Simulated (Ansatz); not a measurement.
# SnO (tin(ii) oxide): B2PLYP/def2-TZVPPD (core potential)

What is the vertical electron affinity of SnO (tin(ii) oxide) at B2PLYP/def2-TZVPPD (core potential)? 

Program for the calculation: Ansatz 0.2.0.

47 further runs of the same task are left out: 1 that didn't finish, 46 set aside as unsound or not needed.

## Step 1: The structure to begin with

The species is SnO (2 atoms), meant as a singlet with charge 0. As SMILES, `[O]=[Sn]`. The coordinates come from a PBE0-D4/def2-TZVP relaxation.

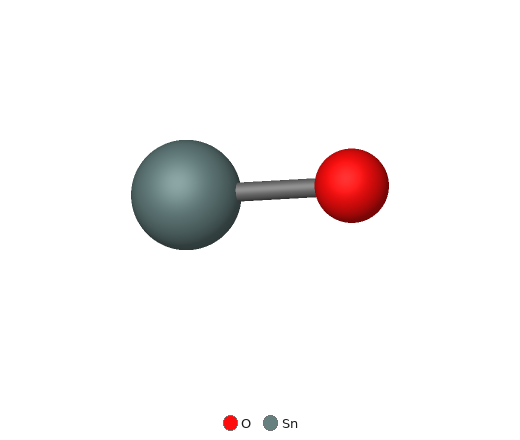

The structure, seen from a chosen angle (oxygen red, tin teal).

## Step 2: A single-point energy at B2PLYP/def2-TZVPPD (core potential)

in.yaml reads:

```yaml
basis:
  gaussian: {orbitals: def2-TZVPPD.json}
crystal:
  periodic: [false, false, false]
  atoms:
    - {symbol: O, position_ang: [-0.000000, 0.000000, -0.007080]}
    - {symbol: Sn, position_ang: [0.000000, -0.000000, 1.810660]}
correlation: {frozen_orbitals: {O: 1, Sn: 4}}
hamiltonian: {xc: {name: B2PLYP}}
output: {orbitals: {seedname: orbitals}}
accuracy: high
```

The basis set def2-TZVPPD is read from a file made from the Basis Set Exchange's data (not shown).

The run is started by

```
$ ansatz run in.yaml --threads 1 --pin off --max-ram 3480MiB --events-out events.jsonl --progress --plain --runs-dir runs
```

What it wrote:

```text
Warning: RAYON_NUM_THREADS=1 ignored (pool sized by the plan → 1); use --threads N
Functional definition: B2PLYP
  name "B2PLYP"
  parameter a = 0.53
  parameter c = 0.27
  exchange = (1 - a)*b88_x + a*exact_x
  correlation = (1 - c)*lyp_c + c*(mp2_os + mp2_ss)
1538 factors; integrals over basis functions are off by at most 3.3e-9 eV
mean field evaluation 1: about -7857.0970 eV, gradient 7.1e1 eV
mean field evaluation 2: about -7857.0984 eV, gradient 7.1e1 eV
mean field evaluation 4: about -7866.4592 eV, gradient 1.8e1 eV
mean field evaluation 8: about -7867.3601 eV, gradient 5.3e-1 eV
mean field evaluation 16: about -7867.3607 eV, gradient 5.1e-6 eV
mean field evaluation 32: about -7794.7030 eV, gradient 7.9e1 eV
mean field -7867.36068228 eV, -289.1201723851 hartree, gradient 8.6e-9 eV, S^2 0.000000; 0 other end points of the search recorded, 0 dependent functions left out
5 core orbitals not correlated: weight in the atoms' cores, before any rotation towards them, 1.000 or more for the frozen orbitals, at most 0.000 for the correlated occupied ones
reference -7867.36069907 eV, -289.1201730021 hartree; 10, 10 occupied and 81, 81 virtual orbitals, 1538 factors
second order -19.51881122 eV of doubles, -0.00000000 eV of singles
Total energy: -7872.63077810 eV, -289.3138448342 hartree
```

It took 7.8 s on 1 thread of Arm Neoverse V1, shared host; peak memory 0.26 GiB.

## Step 3: The doublet anion, same level

molecule.yaml reads:

```yaml
crystal:
  periodic: [false, false, false]
  atoms:
    - {symbol: O, position_ang: [-0.000000, 0.000000, -0.007080]}
    - {symbol: Sn, position_ang: [0.000000, -0.000000, 1.810660]}
basis:
  gaussian: {orbitals: def2-TZVPPD.json}
total_charge: -1
magnetization: {spin_polarized: true, initial_magnetization: 1}
hamiltonian: {xc: {name: B2PLYP}}
correlation: {frozen_orbitals: {O: 1, Sn: 4}}
accuracy: high
output: {orbitals: {seedname: orbitals}}
```

The basis set def2-TZVPPD is read from a file made from the Basis Set Exchange's data (not shown).

The run is started by

```
$ ansatz run molecule.yaml --threads 1 --pin off --max-ram 3480MiB --events-out events.jsonl --progress --plain --runs-dir runs
```

What it wrote, cut to the lines that bear on the results:

```text
Warning: RAYON_NUM_THREADS=1 ignored (pool sized by the plan → 1); use --threads N
[... 2 set-up lines as earlier in the session ...]
[...]
1538 factors; integrals over basis functions are off by at most 3.3e-9 eV
[...]
mean field -7867.73761067 eV, -289.1340242479 hartree, gradient 6.0e-8 eV, S^2 0.758696; 2 other end points of the search recorded, 0 dependent functions left out
5 core orbitals not correlated: weight in the atoms' cores, before any rotation towards them, 1.000 or more for the frozen orbitals, at most 0.000 for the correlated occupied ones
reference -7867.73762612 eV, -289.1340248160 hartree; 11, 10 occupied and 80, 81 virtual orbitals, 1538 factors
second order -19.21612503 eV of doubles, -0.00000000 eV of singles
Total energy: -7872.92597988 eV, -289.3246932997 hartree
```

Run time: 16 s. Hardware: 1 thread of Arm Neoverse V1, shared host; peak memory 0.31 GiB.

## Step 4: Summary of results

At B2PLYP/def2-TZVPPD (core potential), 5 core orbitals frozen:

| quantity | value |
| --- | --- |
| singlet SnO: total energy | -289.31384 Eh |
| singlet SnO: HOMO energy (SCF part's orbitals) | -8.78 eV |
| singlet SnO: LUMO energy (SCF part's orbitals) | -1.42 eV |
| singlet SnO: HOMO–LUMO gap (SCF part's orbitals) | 7.36 eV |
| doublet anion: total energy | -289.32469 Eh |
| doublet anion: HOMO energy (SCF part's orbitals) (highest over α and β) | 0.66 eV |
| doublet anion: LUMO energy (SCF part's orbitals) (lowest over α and β) | 3.82 eV |
| doublet anion: ⟨S²⟩ | 0.759 |
| vertical electron affinity (to the doublet anion) | 0.295 eV |

In words: At fixed nuclei the extra electron is bound by 0.30 eV (28.5 kJ/mol). The HOMO (doublet anion) lies at positive energy, 0.66 eV; only total energies tell whether the electron is bound.
